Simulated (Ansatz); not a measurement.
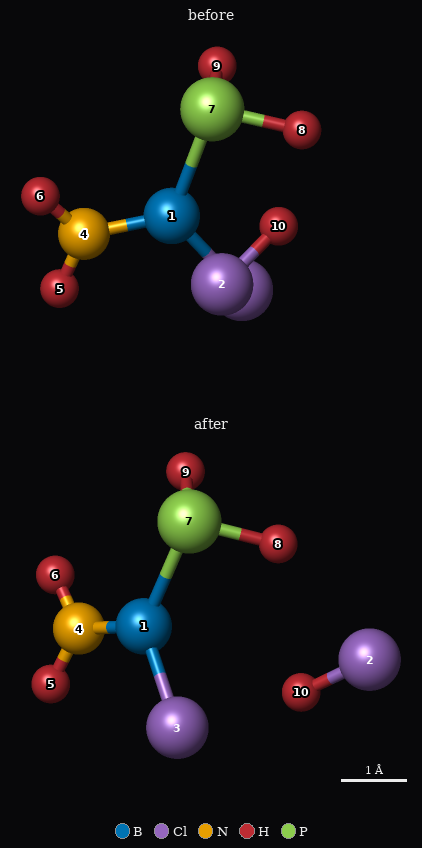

The structure of BPNH₅Cl₂ before (top) and after (bottom) a relaxation, at one scale.

The picture is a ball-and-stick view, seen from a free direction.

The run prepares an end point of a later path (reaction) calculation, from a guessed geometry.

These are results of Ansatz 0.2.0, RKS PBE0-D4/def2-SVP, not measurements.

The input:
```yaml
crystal:
  periodic: [false, false, false]
  atoms:
    - { symbol: B, position_ang: [-0.036298, 0.611725, -0.256985] }
    - { symbol: Cl, position_ang: [-0.579406, -0.238904, 2.640126] }
    - { symbol: Cl, position_ang: [1.424533, -0.40537, -0.354278] }
    - { symbol: "N", position_ang: [-1.193304, 0.152613, -0.873027] }
    - { symbol: H, position_ang: [-1.246368, -0.753816, -1.320031] }
    - { symbol: H, position_ang: [-2.070056, 0.655923, -0.831989] }
    - { symbol: P, position_ang: [-0.020719, 2.361724, 0.545217] }
    - { symbol: H, position_ang: [1.236525, 2.231048, 1.209133] }
    - { symbol: H, position_ang: [0.582317, 2.994607, -0.58679] }
    - { symbol: H, position_ang: [0.298475, 0.758551, 2.597327] }
basis:
  gaussian: { orbitals: def2-SVP }
hamiltonian:
  xc: pbe0
  dispersion: d4
relax:
  f_tol: 0.03
  max_steps: 50
```

Command:
```bash
ansatz run input.yaml --threads 2 --pin off --max-ram 3072MiB --backend cpu --events-out ev --progress --plain --runs-dir out
```

**Describe what moved and what it gained.**

The relaxation stopped without meeting its thresholds, so the last structure isn't shown to be converged. The energy falls by 24.3 kJ/mol in 41 accepted moves (48 points after the start). The largest force component goes from 0.97 to 0.2 eV/Å. The line search rejected the trial steps at points 10, 12, 22, 29, 35, 39, 45 of the run. The forces were under the threshold at step 13, but the run went on from there. Cl2 moves most after the best rigid fit: 2.35 Å. Largest moves by element: Cl 2.35 Å, H 1.68 Å, N 0.72 Å, B 0.52 Å, P 0.46 Å. Among the contacts that change: Cl2–H10 1.329 → 1.303 Å, B1–Cl3 1.783 → 1.797 Å. Bond angles that change, for instance: N4–B1–P7 119.5° → 123.8°, H8–P7–H9 92.1° → 95.9°, Cl3–B1–P7 122.3° → 118.7°. Groups turn about B1–P7 by about 65°. The run took 2.5 min on 2 threads of Arm Neoverse V2 (shared host), peak memory 0.24 GiB.

Limits of the set-up: the start holds two separate molecules, 2.2 Å apart at their closest, whose relative position is a soft coordinate.
